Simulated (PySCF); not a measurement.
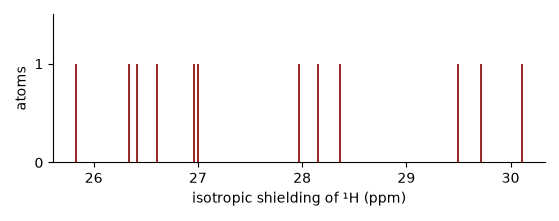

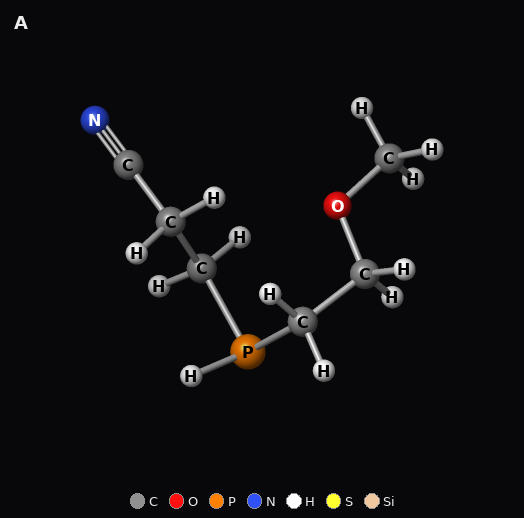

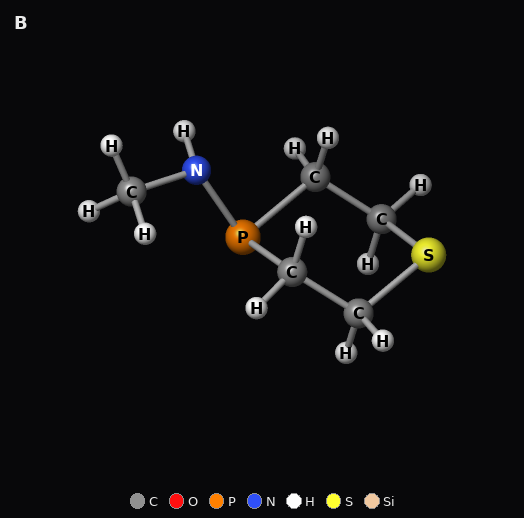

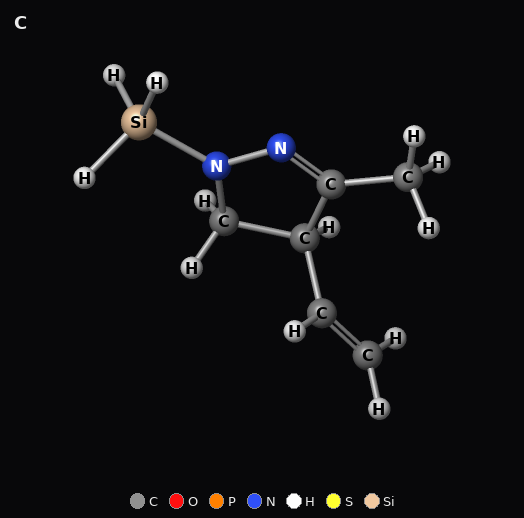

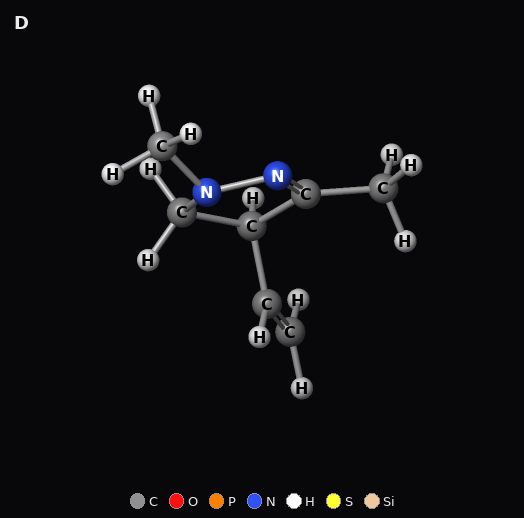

The sticks are computed shieldings of one of the molecules, for one fixed geometry (GFN2-xTB) without averaging over rotations. Low shielding means a high chemical shift. Method: GIAO PBE0/pcSseg-1 NMR shielding, non-relativistic, gas phase (PySCF 2.14.0).

### Which molecule gives this pattern?

C, `C=C[C@H]1CN([SiH3])N=C1C`. Its 12 H atoms give lines at 25.83, 26.34, 26.42, 26.61, 26.96, 27.00, 27.97, 28.15, 28.36, 29.49, 29.72, 30.11 ppm.

The geometry is semi-empirical. Around P, Si such bond lengths and angles can be off by a tenth of an ångström or more and by several degrees, and values that hang on the shape move with them.
